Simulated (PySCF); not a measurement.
## A study: H4N2, SMILES `NN`

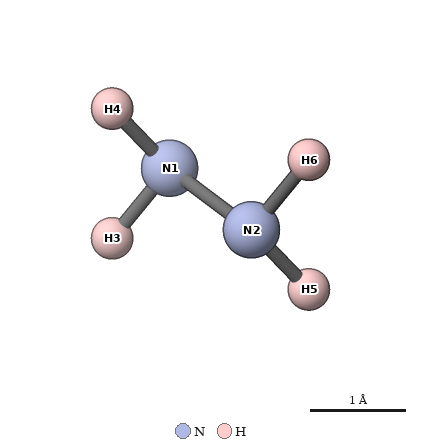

The molecule, with its atoms numbered as below. No frequency check shows the geometry to be a minimum.

Geometry (Å), atoms numbered from 1:

```
N1       0.7184   -0.0000   -0.1464
N2      -0.7184   -0.0000    0.1464
H3       1.0962    0.8149    0.3359
H4       1.0962   -0.8148    0.3359
H5      -1.0962    0.8149   -0.3359
H6      -1.0962   -0.8148   -0.3359
```

Part 1: Bonding charge

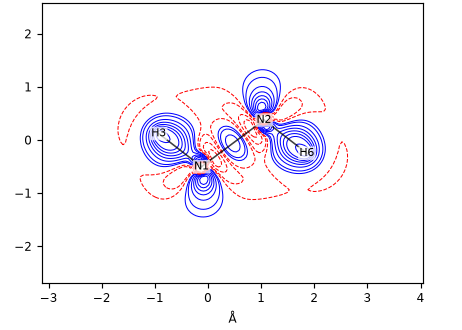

Deformation density (molecule less spherical, spin-averaged free atoms) in the plane of N1, N2, H3 and H6; contours at ±0.05 to ±0.8 e/Å³; solid blue lines: gain, dashed red lines: loss.

Method: ωB97X/6-31G*; geometry: GFN2-xTB; program: PySCF.

Describe the bonding that the map shows.

Answer. N2–H6 and N1–H3: +0.79 e/Å³ at the bond critical point (bond length 1.02 Å, Mayer order 0.9). N1–N2: +0.27 e/Å³ at the bond critical point (bond length 1.47 Å, Mayer order 1.0). In all, 1.3 electrons gather in the regions of gain relative to the promolecule.

Part 2: Bond critical points

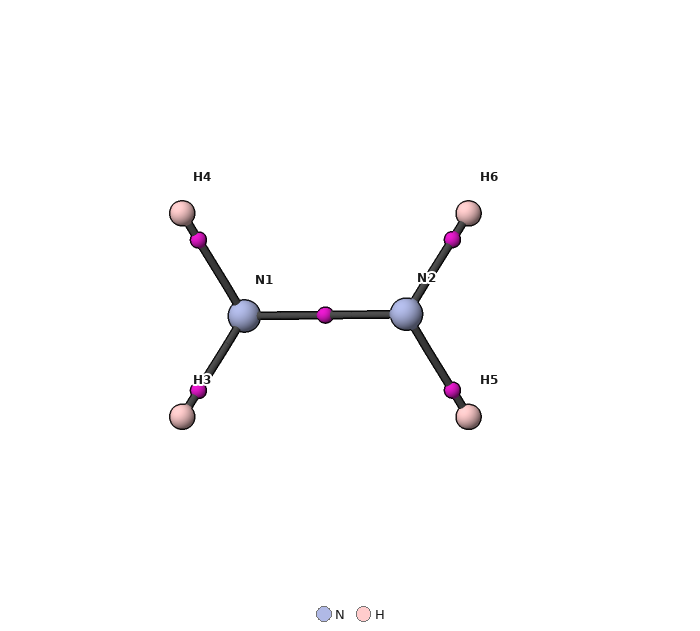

Molecular graph of the electron density (QTAIM): bond paths, bond critical points (magenta), ring points (cyan, if any); weak paths are dashed.

How many critical points of each kind are there, and does the count close?

Answer. 6 nuclei, 5 bond, 0 ring and 0 cage critical points: 6 − 5 + 0 − 0 = 1, as the Poincaré–Hopf relation requires.

Give the properties at the bond critical points.

Answer.
```
           bond  length (Å)  ρ (a.u.)  ∇²ρ (a.u.)     ε  H (a.u.)
N1–H4 (4 alike)       1.019     0.332       −1.64  0.04    −0.459
          N1–N2       1.466     0.287       −0.50  0.13    −0.249
```

What kind of interaction is N1–N2?

Answer. Shared-shell (covalent): ρ = 0.287, ∇²ρ = −0.50, H = −0.249 a.u.

Part 3: Local ionisation energy

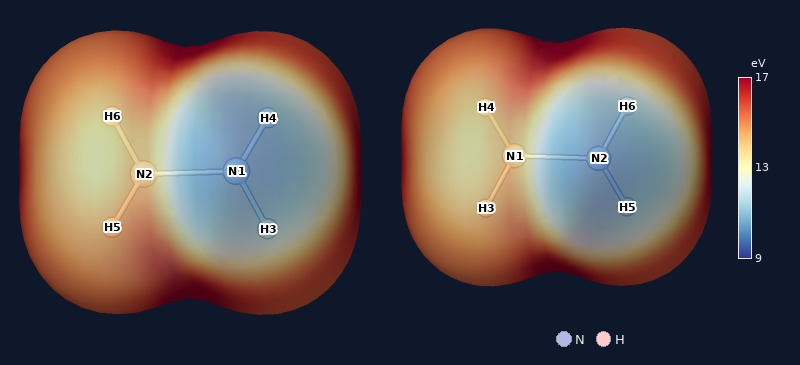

Average local ionisation energy on the surface of electron density 0.001 a.u. (back view left, front view right).

Where are the most loosely bound electrons on this surface?

Answer. The lowest value is 9.9 eV, 2.0 Å from N2, and at like points elsewhere. For comparison, the highest occupied orbital lies at −7.9 eV.

Part 4: Excited states

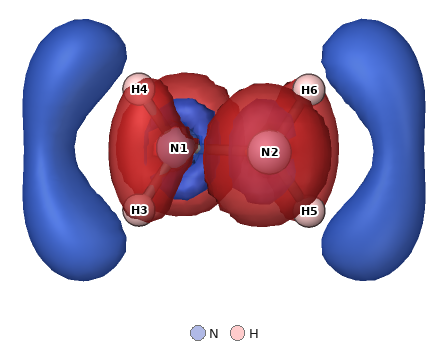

Unrelaxed difference density of S₂ less the ground state (TDA singlet states), ±0.02 e/Å³; blue: gain, red: loss.

Computed with PySCF, B3LYP/def2-SVPD, geometry: GFN2-xTB.

How does the charge move on excitation?

Answer. 0.78 e is displaced in all, largely into diffuse regions outside the molecule. The state: 5.87 eV (211 nm), f = 0.027, diffuse (Rydberg-like) orbital; the leading pair carries 100 %; hole on N1 and N2 (42 % each), electron on H3, H4, H5 and H6 (19 % each) and N1 and N2 (13 % each) (atom shares of so diffuse an orbital are rough); their centroids lie 0.0 Å apart.

Part 5: Removing or adding an electron

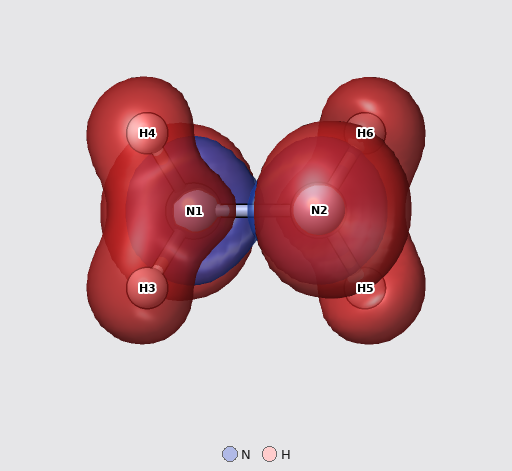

Fukui function f⁻ = ρ(N) − ρ(N−1) at fixed geometry, surfaces at ±0.03 e/Å³ (red positive, blue negative).

Level of theory: B3LYP/aug-cc-pVDZ (PySCF), at a geometry from GFN2-xTB.

On which atoms does the density change most on removal of an electron?

Answer. f⁻ (Hirshfeld-condensed) is largest on N1 and N2 (0.29 each); the vertical ionisation energy is 8.67 eV. Condensed values hint at sites of electrophilic attack but needn't mark the atom that reacts. Orbital relaxation makes it negative in places (0.15 e in all).

Part 6: Localised orbitals

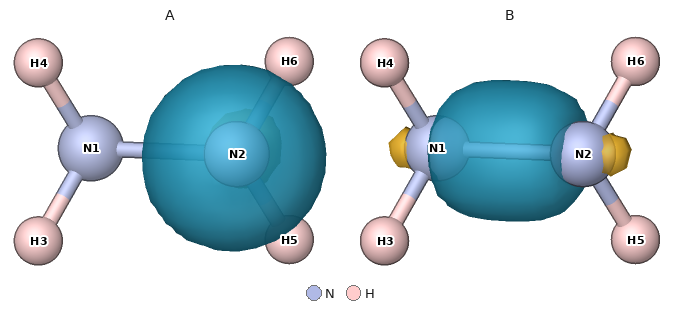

Pipek–Mezey orbitals, occupied; each surface holds about 70 % of the orbital's density. Energies are diagonal elements of the Fock matrix.

PySCF calculation, B3LYP/def2-SVP, gas phase; geometry: GFN2-xTB.

Identify each orbital.

Answer. By panel:
- A: lone pair on N2 (sp2.6-type) (N2 100 %; −8.1 eV)
- B: σ bond N2–N1 (N2 50 %, N1 50 %; −16.5 eV)

Part 7: Stretching a bond

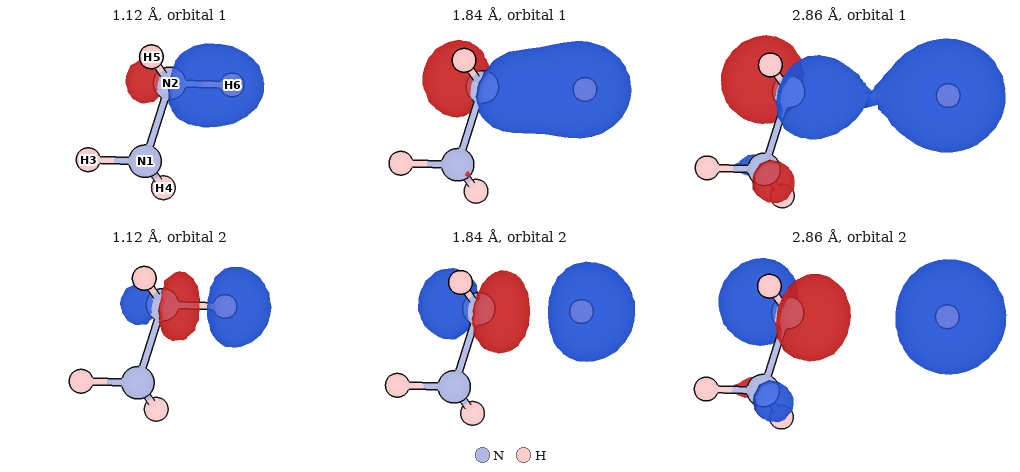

Rigid stretch of the N2–H6 bond. The two CASSCF(2,2) natural orbitals nearest half filling (orbital 1 the more occupied).

Level of theory: def2-TZVP basis (PySCF), at a geometry from GFN2-xTB.

How do the occupations change along the stretch?

Answer. 1.12 Å: 1.97 and 0.03; 1.84 Å: 1.71 and 0.29; 2.86 Å: 1.17 and 0.83. At the longest distance computed (2.86 Å) they are 1.17 and 0.83, and the effective number of unpaired electrons is 1.9.

Where does the UHF solution part from RHF?

Answer. Between 1.38 Å (⟨S²⟩ = 0, the two coincide) and 1.58 Å (⟨S²⟩ = 0.50); at 2.86 Å ⟨S²⟩ is 1.01 and UHF lies 4.4 eV below RHF.

How much energy does the stretch cost?

Answer. By CASSCF, 3.6 eV from the lowest point of the scan (1.02 Å) to 2.86 Å; RHF gives 7.3 eV from its own lowest point. The fragments aren't relaxed and dynamic correlation is missing, so this isn't a bond dissociation energy.

The PySCF runs shown took 2.2 s, 19 s, 38 s, 2.1 s and 51 s on 1 thread of Intel(R) Xeon(R) Platinum 8488C (Sapphire Rapids) (shared host).
